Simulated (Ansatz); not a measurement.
# A hypothetical structure for Lu3Au, part 2 of 2

This structure for Lu3Au is made up. Its elements were placed in a known structure type with a cell scaled to their sizes. What cell does the guess relax to, and how far off was it?

Ansatz 0.2.0; DFT, PBE, plane-wave PAW, files of the set soft_1, scalar-relativistic, no spin, cell and ions relaxed at zero pressure; PAW set soft_1 (the session's first sound run).

So far: Starting point; Relaxation of the guess. The relaxed cell has a = 4.415, c = 10.191 Å (conventional setting).

## 3. Bands of the relaxed cell

With the geometry fixed, one more self-consistent run, with a narrower smearing and the mesh shown in its input, gives the bands, and its pressure, and its forces where symmetry allows any, show how far the geometry depends on these settings.

This step: DFT, PBE, plane-wave PAW, files of the set soft_1, scalar-relativistic, no spin, bands and density of states at the relaxed cell; PAW set soft_1 (Ansatz 0.2.0).

Input file input.yaml:

```yaml
crystal:
  lattice:
    - [-2.2072506706, 2.2072506706, 5.0955619608]
    - [2.2072506706, -2.2072506706, 5.0955619608]
    - [2.2072506706, 2.2072506706, -5.0955619608]
  atoms:
    - { symbol: Au, position: [0.0, 0.0, 0.0] }
    - { symbol: Lu, position: [0.5, 0.5, 0.0] }
    - { symbol: Lu, position: [0.25, 0.75, 0.5] }
    - { symbol: Lu, position: [0.75, 0.25, 0.5] }
kpoints:
  mp_grid: { grid: [10, 10, 10] }
  band_path:
    path:
      - [[0.0, 0.0, 0.0], [0.0, 0.0, 0.5], [-0.09381864, 0.09381864, 0.5], [-0.29690932, 0.29690932, 0.29690932], [0.0, 0.0, 0.0], [0.5, 0.5, -0.5], [0.29690932, 0.70309068, -0.29690932], [0.0, 0.5, 0.0], [0.25, 0.25, 0.25], [0.5, 0.5, -0.09381864], [0.5, 0.5, -0.5]]
      - [[0.0, 0.0, 0.5], [0.25, 0.25, 0.25]]
    npoints: 7
scf:
  occupations: { method: fermi_dirac, width: 0.03 }
  n_extra_bands: 8
hamiltonian:
  xc: pbe
  pseudopotentials: { kind: paw, azcp: { folder: soft_1 } }
output:
  forces: true
  stress: true
  write_bands: true
  dos: { projected: true }
  write_density: true
  write_potential: true
  elf: true
  volumetric_format: npy
```

Run with:

```console
$ ansatz run input.yaml --threads 4 --pin off --max-ram 8192MiB --backend cpu --events-out ev --progress --plain --runs-dir out
```

Numbers of over 12 decimals in the logs are rounded to 6 here.

Output:

```text
Lu: projections on atomic orbitals take those of the free atom [Kr 4d10] 4f14 5s2 5p6 5d1 6s2, of charge +0.00 (hamiltonian.pseudopotentials.projection_atoms); the dataset's partial waves leave at most 4.6e-5 of an orbital's norm unspanned inside its sphere
[...]
Crystal: 4 atoms, lattice volume = 99.301 Å³
Basis set: ecut = 420 eV, 1945 PW (Γ), exchange–correlation on 80×80×80 points (8 copies of the dense FFT grid, shifted against one another)
Bands: 55, of which v1, the nominal top of the filled ones, is band 47 counted from 1 (46 counted from 0)
Symmetry: 16 space group operations
[...]
k-points: 102 of 1000
[...]
SCF iter   1: F=—  HF=-57400.091334 eV  |F-HF|=—  |Δ(HF+E_count)|=         —  Δρ=4.46e-1  dr2=5.40e2  ethr=3.10e-3  ⟨swp⟩=6.1  Hψ=24904  notcnv=0
[...]
SCF iter  14: F=-57351.381527 eV  HF=-57351.381527 eV  |F-HF|=2.75e-8  |Δ(HF+E_count)|=   3.70e-8  Δρ=2.83e-6  dr2=6.71e-9  ethr=2.89e-11  ⟨swp⟩=12.8  Hψ=60999  notcnv=0
SCF 1 converged in 14 iterations: F = -57351.381527 eV  dr2 = 6.71e-9
[...]
NSCF: frozen V_eff on 79 k-points
SCF converged after 14 iterations
Free energy (F): -57351.381527 eV
[...]
Internal energy: -57351.361536 eV  (E = F + TS)
E sigma→0 (E₀):  -57351.371531 eV
Entropy (-TS):   -0.019991 eV (-4.998 meV/atom)
Fermi energy:    15.774345 eV
[...]
--- Stress (GPa, compression-positive) ---
        0.061317      -0.000000       0.000000
       -0.000000       0.061317      -0.000000
        0.000000       0.000000      -0.057372
  P = ⅓ Tr σ = 0.0218 GPa (0.218 kbar)
--- Band table (eV; the first three rows and the last of 102) ---
  k-point 0: bands = [... 43 lower, 13.9308, 14.1200, 15.7412, 15.8361, 15.8361, 16.4676, 17.5289, 17.5289, ... 4 higher]
  k-point 1: bands = [... 43 lower, 13.9446, 14.2850, 15.3934, 15.8843, 15.9144, 16.2897, 17.1082, 17.4667, ... 4 higher]
  k-point 2: bands = [... 43 lower, 13.6612, 14.7282, 15.0813, 15.9119, 15.9946, 16.1447, 16.3973, 17.2194, ... 4 higher]
  k-point 101: bands = [... 43 lower, 11.3603, 13.8523, 15.6851, 16.1956, 16.1956, 16.5947, 16.9153, 18.2638, ... 4 higher]
```

It took 17 s on 4 threads of Intel Xeon Platinum 8375C at 2.90GHz (Ice Lake), shared host; peak memory 0.83 GiB; 66 s of CPU time.

Reading the cycles: dr2 is the Hartree energy of the density residual (eV), the measure of convergence; HF is the Harris–Foulkes estimate of the energy, which meets the free energy F at convergence.

This step gave:

```yaml
free_energy: -57351.3815 eV
energy_at_zero_smearing: -57351.3715 eV
smearing_term_ts: 0.01999 eV
pressure: 0.02175 GPa
```

From bands.tsv, the bands that come nearest the Fermi level along the path, at its corners, in eV from the Fermi level:

```
point  band 44  band 45  band 46  band 47  band 48  band 49  band 50  band 51
    Γ    -1.84    -1.65    -0.03     0.06     0.06     0.69     1.75     1.75
    X    -2.43    -1.26    -1.05    -0.62    -0.01     0.49     0.58     1.61
    Y    -2.18    -1.71    -1.44    -0.34    -0.08     0.68     0.70     1.54
    S    -3.03    -2.90    -0.60    -0.04     0.33     0.43     1.85     2.07
    Γ    -1.84    -1.65    -0.03     0.06     0.06     0.69     1.75     1.75
    Z    -4.41    -1.92    -0.09     0.42     0.42     0.82     1.14     2.49
   S1    -3.03    -2.90    -0.60    -0.04     0.33     0.43     1.85     2.07
    N    -3.82    -1.66    -0.54    -0.50     0.09     0.60     1.93     1.99
    P    -1.83    -1.83    -1.42    -0.19     0.27     0.34     0.34     1.75
   Y1    -2.18    -1.71    -1.44    -0.34    -0.08     0.68     0.70     1.54
    Z    -4.41    -1.92    -0.09     0.42     0.42     0.82     1.14     2.49
    X    -2.43    -1.26    -1.05    -0.62    -0.01     0.49     0.58     1.61
    P    -1.83    -1.83    -1.42    -0.19     0.27     0.34     0.34     1.75
```

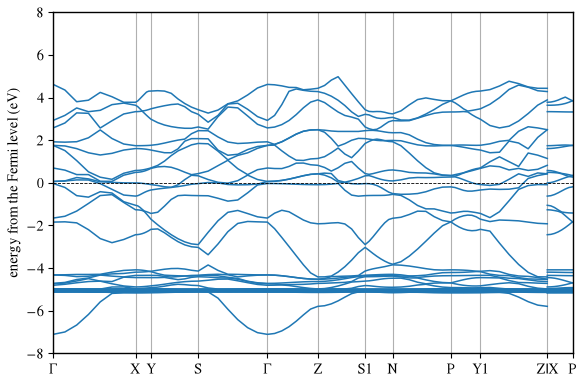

Bands along the path. 16 bands lie wholly below the window drawn.

Counts of states for the cell as run, both spins, by energy window (eV from the Fermi level): Near the top, bands beyond those computed are missing, so counts there can be too low.

```
from  to  total
  -8  -7   0.00
  -7  -6   0.34
  -6  -5  34.66
  -5  -4  18.87
  -4  -3   0.79
  -3  -2   1.55
  -2  -1   2.03
  -1   0   3.67
   0   1   4.86
   1   2   3.63
   2   3   2.65
```

A further 32.0 states lie below the table's range.

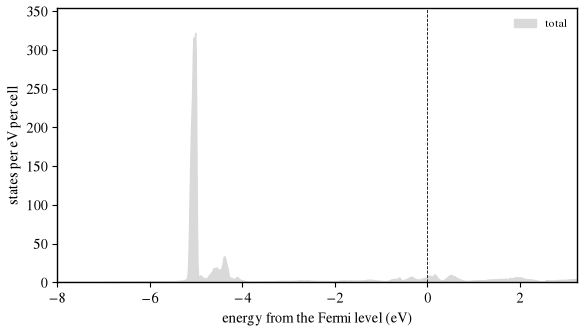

Total density of states, smoothed over about 0.04 eV.

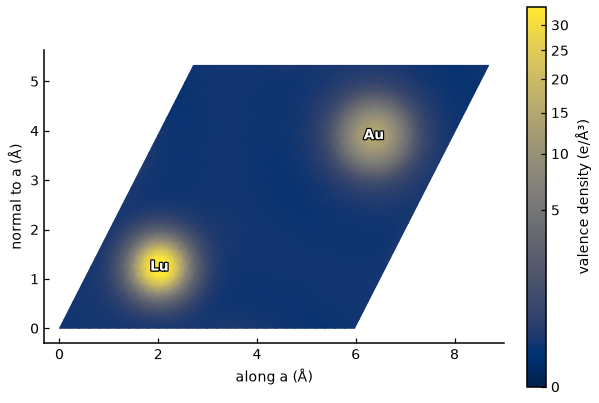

Valence density in the ab plane of the cell as run, not the conventional one, at fractional z = 0.000, with atoms of Au and Lu within 0.2 Å of it. It is the smooth field of the valence electrons, not physical close to the nuclei. The map starts off the cell's origin, so that atoms lie inside it. The colour scale is stretched toward low values.

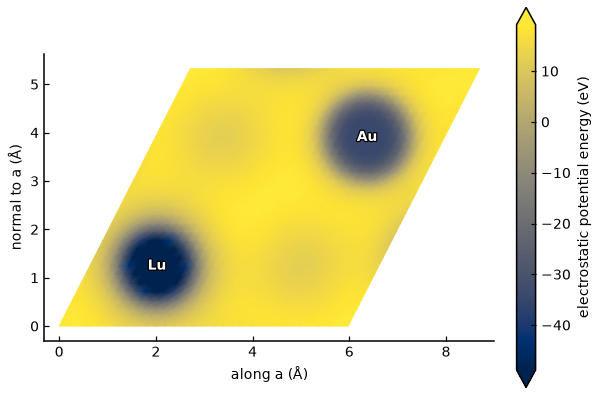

Electrostatic potential energy in the ab plane of the cell as run, not the conventional one, at fractional z = 0.000, with atoms of Au and Lu within 0.2 Å of it. With pseudopotentials it is smooth inside the atoms' cores, unlike the true potential. The map starts off the cell's origin, so that atoms lie inside it.

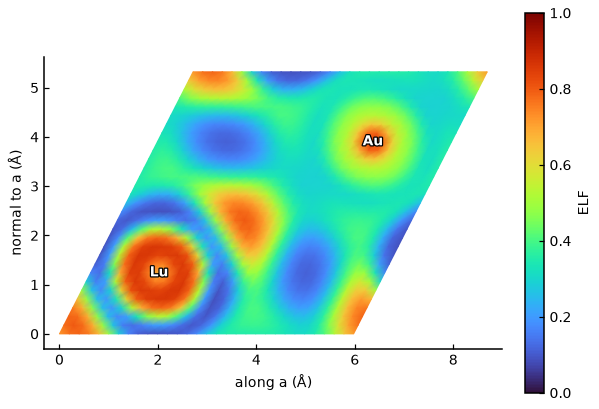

ELF in the ab plane of the cell as run, not the conventional one, at fractional z = 0.000, with atoms of Au and Lu within 0.2 Å of it. It is the smooth field of the valence electrons, not physical close to the nuclei. The map starts off the cell's origin, so that atoms lie inside it.

## 4. What came out

| Property | Result |
| --- | --- |
| space group, relaxed | I4/mmm |
| conventional cell | a = 4.415, b = 4.415, c = 10.191 Å; α = 90.0°, β = 90.0°, γ = 90.0° |
| volume per atom | 24.83 Å³ (guess 24.10) |

In words: Lu3Au relaxes to I4/mmm with a = 4.415, b = 4.415 and c = 10.191 Å. The guessed volume was 3 % too small. The space group I4/mmm was held in the relaxation, so the end point is a stationary structure within it and may be a saddle against distortions or other arrangements. Bands cross the Fermi level, so it is a metal or semimetal at this level. On the 10×10×10 mesh with the narrower smearing (relaxed on 8×8×8) the forces vanish, as symmetry may demand, and the largest stress component is 0.061 GPa, against the relaxation's thresholds of 0.015 eV/Å and 0.05 GPa. The cutoff wasn't tested. Spin-orbit coupling is left out, which can matter for elements this heavy. No dispersion term is used, so weakly bound directions may come out too long. Nothing here tests whether the compound is stable against decomposition.

[Logs are printed without paths, hosts, clocks, repeated set-up lines and the standing remarks that a program may print on its own settings, such as how far it seeks lower states.]

[Hosts, paths, dates, database ids (printed as entryN), source tags and the programs' standing remarks are cut or masked in the printed files.]
